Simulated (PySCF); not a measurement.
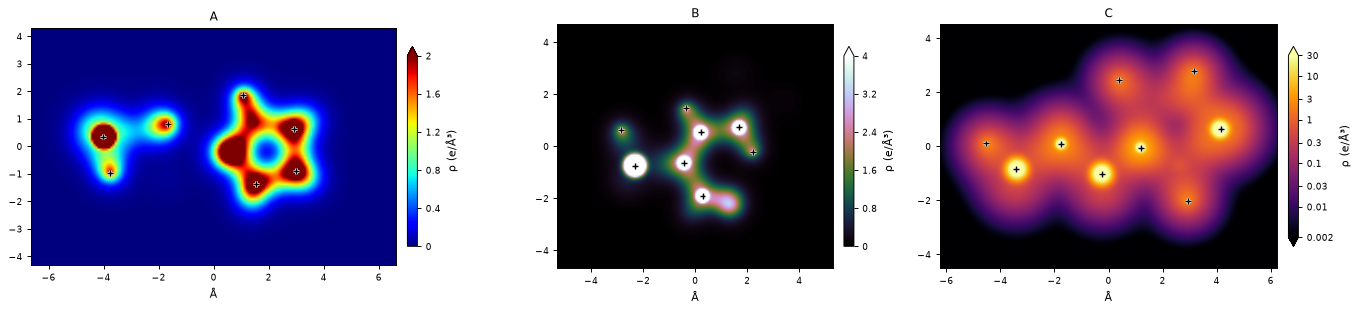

The electron density of 3 systems, each on a plane through atoms (crosses mark nuclei in the plane).

Level of theory: PySCF, PBE0/pcSseg-1, SCF density, gas phase, non-relativistic.

System 1: C2H13NSSi4 (SMILES [SiH3]C[SiH2]N1[SiH2]CS[SiH2]1), the plane of atoms C2, Si1 and H11. Geometry: GFN2-xTB.

```tsv
atom	x (Å)	y (Å)	z (Å)
Si	3.7053	-0.1429	0.8433
C	1.9147	-0.5604	0.3878
Si	0.7881	0.9490	0.2802
N	-0.8295	0.4428	-0.1396
Si	-1.5025	-1.0621	0.4033
C	-3.2740	-1.0271	-0.2860
S	-3.7822	0.6561	-0.7895
Si	-1.8623	1.5492	-0.9916
H	3.7402	0.5571	2.1278
H	4.3015	0.7071	-0.1874
H	4.4840	-1.3815	0.9509
H	1.9012	-1.0900	-0.5642
H	1.5110	-1.2535	1.1249
H	1.2072	1.8714	-0.7781
H	0.7266	1.6562	1.5654
H	-0.7872	-2.1925	-0.1952
H	-1.5105	-1.1137	1.8680
H	-4.0077	-1.3528	0.4460
H	-3.3816	-1.6612	-1.1636
H	-1.8955	2.8566	-0.3539
H	-1.4557	1.6092	-2.3944
```

System 2: C6H14NP2 (charge −1), the plane of atoms C7, C8 and C9. Geometry: GFN2-xTB.

```xyz
23

P     4.1154   -0.9914   -0.1308
C     2.4271   -0.7080    0.5961
C     1.9683    0.7406    0.6129
P     0.2302    0.8539    1.2782
N    -0.5097    0.0711   -0.1200
C    -1.3712   -1.0549    0.1503
C    -2.7798   -0.4694    0.3227
C    -2.7779    0.7295   -0.6352
C    -1.2884    0.9025   -1.0140
H     3.9168   -0.1448   -1.2192
H     4.7457    0.0239    0.5863
H     1.7234   -1.3037    0.0038
H     2.4312   -1.1261    1.6088
H     2.6018    1.3435    1.2711
H     2.0193    1.1610   -0.3990
H    -1.0232   -1.5980    1.0285
H    -1.3549   -1.7299   -0.7235
H    -2.8871   -0.1268    1.3521
H    -3.5677   -1.1921    0.1007
H    -3.1590    1.6247   -0.1447
H    -3.3855    0.5375   -1.5229
H    -0.9518    1.9369   -0.9465
H    -1.1276    0.5468   -2.0457
```

System 3: C5H7F3OSi, the plane of atoms C6, C5 and H15. Geometry: GFN2-xTB.

```yaml
atoms:
  - { symbol: O, position_ang: [0.3356, 2.4113, 0.8023] }
  - { symbol: C, position_ang: [0.9719, 1.4031, 0.9806] }
  - { symbol: C, position_ang: [0.9980, 0.2197, 0.1154] }
  - { symbol: Si, position_ang: [2.6248, -0.7594, 0.1018] }
  - { symbol: C, position_ang: [-0.0690, -0.1678, -0.5905] }
  - { symbol: C, position_ang: [-1.4160, 0.4879, -0.5907] }
  - { symbol: C, position_ang: [-2.4825, -0.5083, -0.1759] }
  - { symbol: F, position_ang: [-2.5666, -1.5556, -1.0127] }
  - { symbol: F, position_ang: [-2.2543, -1.0180, 1.0445] }
  - { symbol: F, position_ang: [-3.7027, 0.0454, -0.1385] }
  - { symbol: H, position_ang: [1.6460, 1.3108, 1.8553] }
  - { symbol: H, position_ang: [2.4823, -1.8397, -0.8705] }
  - { symbol: H, position_ang: [2.8449, -1.2794, 1.4519] }
  - { symbol: H, position_ang: [3.7041, 0.1535, -0.2753] }
  - { symbol: H, position_ang: [-0.0079, -1.0631, -1.1977] }
  - { symbol: H, position_ang: [-1.4520, 1.3403, 0.0892] }
  - { symbol: H, position_ang: [-1.6635, 0.8312, -1.5992] }
```

**Match each panel to its system.**

Panel A is system 2, C6H14NP2: the plane holds P, C and H. C–C (1.53 Å): ρ is about 1.6 e/Å³ halfway. Panel B is system 3, C5H7F3OSi: the plane holds C, Si and H. C–C (1.34 Å): ρ is about 2.3 e/Å³ halfway. Panel C is system 1, C2H13NSSi4: the plane holds Si, C, N, S and H. Si–N (1.75 Å): the density is about 1 e/Å³ at the midpoint.
